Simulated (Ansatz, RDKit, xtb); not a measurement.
# GeSi2H7Cl: ranking a sample of isomers

A sample of isomers of GeSi2H7Cl is drawn. Aim: find which of them has the lowest free energy at 298.15 K, then its properties. The sample is small against all isomers, and the most stable one of this formula need not be in it.

The funnel: GFN2-xTB relaxations, single points with a density functional, relaxations at B3LYP-D3(BJ)/def2-SVP, harmonic vibrations (at GFN2-xTB), and a last energy at a higher level. All values are calculated.

## (1) Possible bonding patterns

Isomers were taken from a list of plausible structures; this is a sample, not all of them. That gives 4 candidates.

| label | SMILES | spin |
| --- | --- | --- |
| c177 | [SiH3][GeH]([SiH3])[Cl] | singlet |
| c244 | [SiH3][SiH2][GeH2][Cl] | singlet |
| c388 | [SiH3][GeH2][SiH2]Cl | singlet |
| c667 | [SiH3][Si@@H](Cl)[GeH3] | singlet |

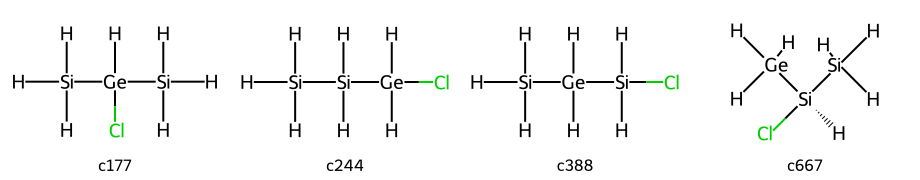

Structural formulas of the candidates.

Candidates are built by distance geometry, with a force field where one applies, in up to four conformers (letters a to d).

## (2) First filter: tight binding

All 6 starts are relaxed the same way. One of them, c667a (taken from a list of positional isomers, embedded by distance geometry and UFF), in full:

start.xyz reads:

```xyz
11
c667a
Cl    -0.317247     3.038823    -2.610083
Ge     1.545180     1.497371     0.096132
Si    -2.155576     1.516953     0.062550
Si    -0.350307     1.387716    -1.273005
H     -2.167257     0.382943     0.969849
H     -3.344640     1.487392    -0.809549
H     -2.121598     2.779019     0.809025
H     -0.348455     0.148797    -2.016986
H      1.589400     2.814297     0.882048
H      1.524382     0.256267     1.056316
H      2.814949     1.399282    -0.814320
```

On the command line:

```
$ xtb start.xyz --gfn 2 --opt
```

The log of the run, shortened:

```text
* xtb version 6.7.1
[...]
          :  # basis functions                  47          :
[...]
          :  # electrons                        26          :
[...]
          :  Hamiltonian                  GFN2-xTB          :
[...]
          :  net charge                          0          :
          :  unpaired electrons                  0          :
[...]
   *** convergence criteria satisfied after 16 iterations ***
[...]
   *** GEOMETRY OPTIMIZATION CONVERGED AFTER 13 ITERATIONS ***
[...]
   *** convergence criteria satisfied after 3 iterations ***
[...]
         ::                     SUMMARY                     ::
         :::::::::::::::::::::::::::::::::::::::::::::::::::::
         :: total energy             -13.534998613854 Eh    ::
         :: gradient norm              0.000313686233 Eh/a0 ::
         :: HOMO-LUMO gap              4.030125436992 eV    ::
         ::.................................................::
         :: SCC energy               -13.607371250969 Eh    ::
         :: -> isotropic ES            0.025204042028 Eh    ::
         :: -> anisotropic ES         -0.000698614299 Eh    ::
         :: -> anisotropic XC          0.003610143398 Eh    ::
         :: -> dispersion             -0.008515660161 Eh    ::
         :: repulsion energy           0.072372637116 Eh    ::
         :: add. restraining           0.000000000000 Eh    ::
         :: total charge               0.000000000000 e     ::
         :::::::::::::::::::::::::::::::::::::::::::::::::::::
[...]
        13        2.0000           -0.3758191             -10.2266 (HOMO)
        14                         -0.2277147              -6.1964 (LUMO)
[...]
     #   Z          covCN         q      C6AA      α(0)
     1  17 Cl       0.806    -0.300   108.646    15.945
     2  32 Ge       3.748     0.025   171.376    23.499
     3  14 Si       3.691     0.378   100.277    19.181
     4  14 Si       3.590     0.404   100.662    19.279
     5   1 H        0.918    -0.106     5.775     3.759
     6   1 H        0.918    -0.097     5.467     3.657
     7   1 H        0.918    -0.090     5.238     3.580
     8   1 H        0.917    -0.084     5.038     3.511
     9   1 H        0.938    -0.046     3.982     3.120
    10   1 H        0.938    -0.054     4.183     3.198
    11   1 H        0.938    -0.030     3.629     2.978
[...]
     #   Z sym  total        # sym  WBO       # sym  WBO       # sym  WBO
 ---------------------------------------------------------------------------
     1  17 Cl   1.150 --     4 Si   1.064
     2  32 Ge   3.544 --    10 H    0.888     9 H    0.885    11 H    0.879
                             4 Si   0.757
     3  14 Si   3.630 --     5 H    0.899     6 H    0.899     7 H    0.896
                             4 Si   0.815
     4  14 Si   3.750 --     1 Cl   1.064     8 H    0.872     3 Si   0.815
                             2 Ge   0.757
     5   1 H    0.989 --     3 Si   0.899
     6   1 H    0.989 --     3 Si   0.899
     7   1 H    0.992 --     3 Si   0.896
     8   1 H    0.993 --     4 Si   0.872
     9   1 H    0.998 --     2 Ge   0.885
    10   1 H    0.997 --     2 Ge   0.888
[...]
molecular dipole:
                 x           y           z       tot (Debye)
 q only:       -0.623      -0.645       0.539
   full:       -0.517      -0.382       0.058       1.640
molecular quadrupole (traceless):
[...]
          | TOTAL ENERGY              -13.534998613854 Eh   |
          | GRADIENT NORM               0.000313686233 Eh/α |
          | HOMO-LUMO GAP               4.030125436992 eV   |
           -------------------------------------------------
[...]
```

It took 0.57 s on 2 threads of Intel Xeon at 2.50GHz (Skylake/Cascade Lake), shared host.

## (3) The minima found

6 of the 6 relaxations converged. 6 distinct structures remain:

| label | start | SMILES after | spin | energy (kcal/mol) |
| --- | --- | --- | --- | --- |
| c177a | drawn | [SiH3][GeH]([SiH3])[Cl] | singlet | 0.0 |
| c388a | drawn | [SiH3][GeH2][SiH2]Cl | singlet | 5.8 |
| c388b | drawn | [SiH3][GeH2][SiH2]Cl | singlet | 7.3 |
| c244a | drawn | [SiH3][SiH2][GeH2][Cl] | singlet | 13.4 |
| c244b | drawn | [SiH3][SiH2][GeH2][Cl] | singlet | 13.9 |
| c667a | drawn | [SiH3][Si@@H](Cl)[GeH3] | singlet | 19.9 |

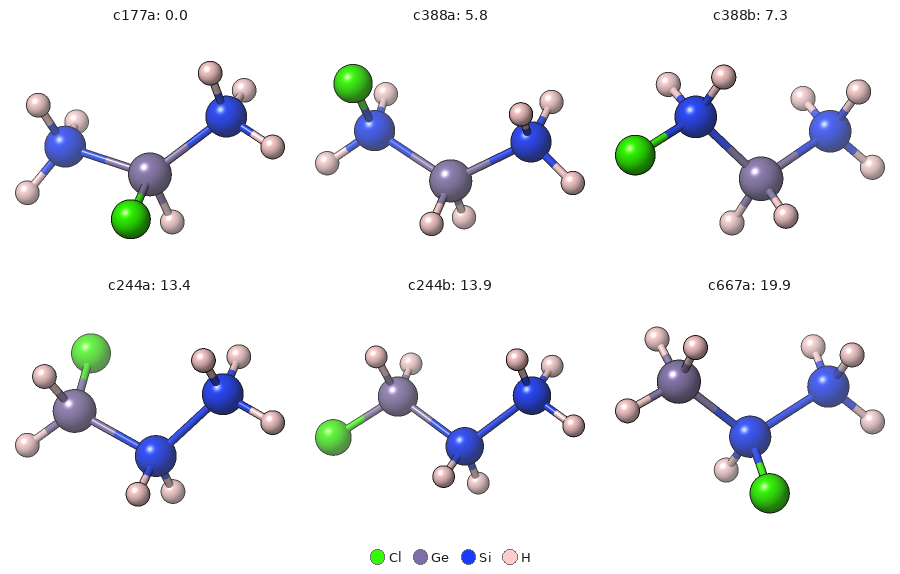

The 6 lowest minima that did not fall apart, with their GFN2-xTB energies in kcal/mol.

## (4) Single points on the low minima

A choice of the minima (the low ones first, few conformers of a pattern, up to a cap) and the lowest that fell apart get a single point at r2SCAN-D4/def2-SVP on the tight-binding geometry, and one at HF/STO-3G for comparison. The lowest singlets are also tried as triplets at the same geometry (label ending in t). The first, c177a:

input.yaml reads:

```yaml
crystal:
  periodic: [false, false, false]
  atoms:
    - symbol: Cl
      position_ang: [-0.406947, 3.083905, -2.457372]
    - symbol: Ge
      position_ang: [-0.288217, 1.478907, -1.025449]
    - symbol: Si
      position_ang: [-2.417949, 1.292585, 0.011455]
    - symbol: Si
      position_ang: [1.803655, 1.668745, 0.085451]
    - symbol: H
      position_ang: [-2.412406, 0.111036, 0.876028]
    - symbol: H
      position_ang: [-3.500762, 1.154815, -0.961790]
    - symbol: H
      position_ang: [-2.681145, 2.466047, 0.846769]
    - symbol: H
      position_ang: [-0.162896, 0.266095, -1.989676]
    - symbol: H
      position_ang: [2.926692, 1.731452, -0.849113]
    - symbol: H
      position_ang: [1.825884, 2.866486, 0.927605]
    - symbol: H
      position_ang: [1.979653, 0.500906, 0.950724]
basis:
  gaussian:
    orbitals: def2-SVP
hamiltonian:
  xc: {name: r2SCAN}
  dispersion: d4
scf:
  lower_state_search: "off"
output: {orbitals: {seedname: orbitals}}
```

On the command line:

```
$ ansatz run input.yaml --threads 2 --pin off --max-ram 5220MiB --events-out events.jsonl --progress --plain --runs-dir runs
```

The log of the run, shortened:

```text
Warning: RAYON_NUM_THREADS=2 ignored (pool sized by the plan → 2); use --threads N
Functional definition: r2SCAN
  name "r2SCAN"
[...]
1344 factors; their error is unknown
[...]
mean field -84892.76876318 eV, -3119.7517096614 hartree, gradient 4.9e-6 eV, S^2 0.000000; 0 other end points of the search recorded, 0 dependent functions left out
reference -84892.76877440 eV, -3119.7517100737 hartree; 42, 42 occupied and 79, 79 virtual orbitals, 1344 factors
Total energy: -84892.83959614 eV, -3119.7543127249 hartree
Checks for a lower state left out: stability, starts, cluster_reference, orbital_swaps, neighbouring_geometries, increment
```

It took 4.8 s on 2 threads of Intel Xeon at 2.50GHz (Skylake/Cascade Lake), shared host; peak memory 0.17 GiB.

Relative energies in kcal/mol, each column from its lowest structure that stays in one piece:

| label | SMILES | spin | GFN2-xTB | HF/STO-3G | r2SCAN-D4/def2-SVP |
| --- | --- | --- | --- | --- | --- |
| c388b | [SiH3][GeH2][SiH2]Cl | singlet | 7.3 | 0.0 | 0.0 |
| c388a | [SiH3][GeH2][SiH2]Cl | singlet | 5.8 | 0.8 | 0.5 |
| c177a | [SiH3][GeH]([SiH3])[Cl] | singlet | 0.0 | 1.4 | 3.5 |
| c667a | [SiH3][Si@@H](Cl)[GeH3] | singlet | 19.9 | 3.0 | 4.2 |
| c244a | [SiH3][SiH2][GeH2][Cl] | singlet | 13.4 | 4.6 | 6.3 |
| c244b | [SiH3][SiH2][GeH2][Cl] | singlet | 13.9 | 4.8 | 6.8 |
| c177at | [SiH3][GeH]([SiH3])[Cl] | triplet | – | – | 122.3 |
| c388bt | [SiH3][GeH2][SiH2]Cl | triplet | – | – | 125.3 |

## (5) Refinement at B3LYP-D3(BJ)/def2-SVP

4 candidates are relaxed at B3LYP-D3(BJ)/def2-SVP (chosen among the lowest in one piece, one conformer a pattern). The first, c388b:

input.yaml reads:

```yaml
crystal:
  periodic: [false, false, false]
  atoms:
    - {symbol: Cl, position_ang: [1.611878, 4.918141, -1.133379]}
    - {symbol: Ge, position_ang: [0.091158, 1.606110, -0.976548]}
    - {symbol: Si, position_ang: [-0.874930, 0.087475, 0.520652]}
    - {symbol: Si, position_ang: [0.778856, 3.567813, 0.101707]}
    - {symbol: H, position_ang: [0.101448, -0.225346, 1.566808]}
    - {symbol: H, position_ang: [-2.022834, 0.729302, 1.165461]}
    - {symbol: H, position_ang: [-1.324181, -1.165701, -0.081827]}
    - {symbol: H, position_ang: [-0.830482, 1.926259, -2.133796]}
    - {symbol: H, position_ang: [1.239253, 0.990330, -1.746773]}
    - {symbol: H, position_ang: [-0.360477, 4.213988, 0.755172]}
    - {symbol: H, position_ang: [1.761825, 3.256692, 1.140591]}
basis:
  gaussian:
    orbitals: def2-SVP
hamiltonian:
  xc: {name: B3LYP}
  dispersion: d3bj
scf:
  lower_state_search: off
relax:
  f_tol: 0.006
```

On the command line:

```
$ ansatz run input.yaml --threads 2 --pin off --max-ram 5220MiB --events-out events.jsonl --progress --plain --runs-dir runs
```

The log of the run, shortened:

```text
Warning: RAYON_NUM_THREADS=2 ignored (pool sized by the plan → 2); use --threads N
[...]
Functional definition: B3LYP
  name "B3LYP"
[...]
1239 factors; integrals over basis functions are off by at most 3.2e-4 eV
[...]
mean field -84898.06409420 eV, -3119.9463094871 hartree, gradient 5.8e-6 eV, S^2 0.000000; 0 other end points of the search recorded, 0 dependent functions left out
[...]
reference -84898.06440502 eV, -3119.9463209097 hartree; 42, 42 occupied and 79, 79 virtual orbitals, 1239 factors
relax step   1: F+E_penalty+E_count = -84898.61282870 eV  Δ(F+E_penalty+E_count) = +0.000e0 eV  max|allowed force component| = 1.093e0 eV/Å  Δτ_max = 0.0000 Å  (13 SCF iters, accepted)
[...]
relax step   7: F+E_penalty+E_count = -84898.79725785 eV  Δ(F+E_penalty+E_count) = +9.017e-3 eV  max|allowed force component| = 3.186e-1 eV/Å  Δτ_max = 0.0299 Å  (15 SCF iters, rejected (line search))
[...]
Atom 2 at    -0.891248     0.057356     0.538611 Å, force     0.000021     0.000522     0.001267 eV/Å
Atom 3 at     0.787368     3.596653     0.125209 Å, force    -0.000428    -0.001227    -0.001095 eV/Å
Atom 4 at     0.101229    -0.294009     1.595992 Å, force    -0.000534    -0.000530    -0.000400 eV/Å
Atom 5 at    -2.078988     0.687914     1.185274 Å, force     0.000186    -0.000800    -0.000121 eV/Å
Atom 6 at    -1.319663    -1.187299    -0.162659 Å, force     0.000339     0.000403    -0.001134 eV/Å
Atom 7 at    -0.918036     1.985668    -2.102154 Å, force    -0.000013    -0.000101     0.000090 eV/Å
Atom 8 at     1.325891     0.970315    -1.685185 Å, force    -0.000075    -0.000028     0.000165 eV/Å
Atom 9 at    -0.372859     4.273395     0.768903 Å, force    -0.000373     0.001059     0.000251 eV/Å
Atom 10 at     1.805426     3.290787     1.168499 Å, force     0.000761     0.000398     0.000503 eV/Å
Dipole moment:    -0.132788    -0.228875     0.160978 e Å
Checks for a lower state left out: stability, starts, cluster_reference, orbital_swaps, neighbouring_geometries, increment
```

Run time: 54 s. Hardware: 2 threads of Intel Xeon at 2.50GHz (Skylake/Cascade Lake), shared host; peak memory 0.28 GiB.

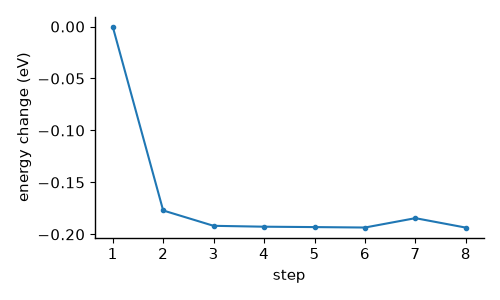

Energy along the run, all evaluated steps.

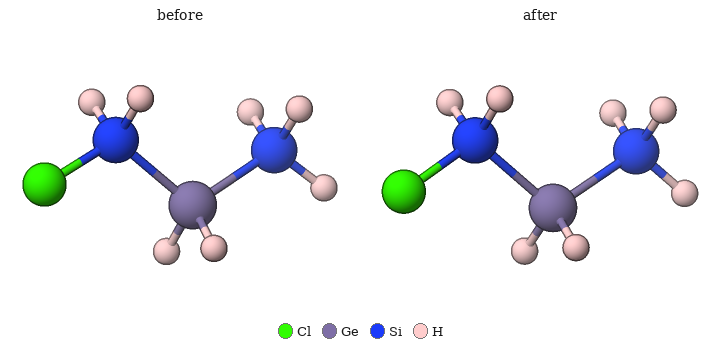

Before and after, at one scale.

After the run. Bond lengths: Ge2–Si3 2.397 Å, Cl1–Si4 2.090 Å, Ge2–Si4 2.389 Å, Si3–H5 1.492 Å, Si3–H6 1.492 Å, Si3–H7 1.491 Å, Ge2–H8 1.544 Å, Ge2–H9 1.544 Å, Si4–H10 1.489 Å, Si4–H11 1.489 Å. Some angles: Si3–Ge2–Si4 110.8°, Cl1–Si4–Ge2 109.5°, Ge2–Si3–H5 109.5°, Ge2–Si3–H6 109.5°, Ge2–Si3–H7 110.8°, Si3–Ge2–H8 110.3°, Si3–Ge2–H9 110.3°, Si4–Ge2–H8 108.8°, Si4–Ge2–H9 108.8°, Cl1–Si4–H10 108.3°.

## (6) After refinement

| label | spin | r2SCAN-D4/def2-SVP (kcal/mol) | B3LYP-D3(BJ)/def2-SVP, relaxed (kcal/mol) | time |
| --- | --- | --- | --- | --- |
| c388b | singlet | 0.0 | 0.0 | 54 s |
| c177a | singlet | 3.5 | 2.6 | 74 s |
| c667a | singlet | 4.2 | 3.2 | 58 s |
| c244a | singlet | 6.3 | 5.0 | 2.7 min |

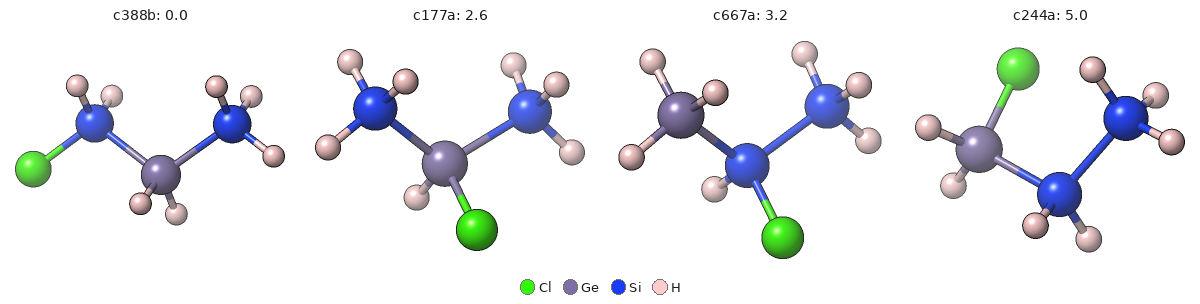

The relaxed structures, with energies at B3LYP-D3(BJ)/def2-SVP in kcal/mol.

[end of part 1 of 2]
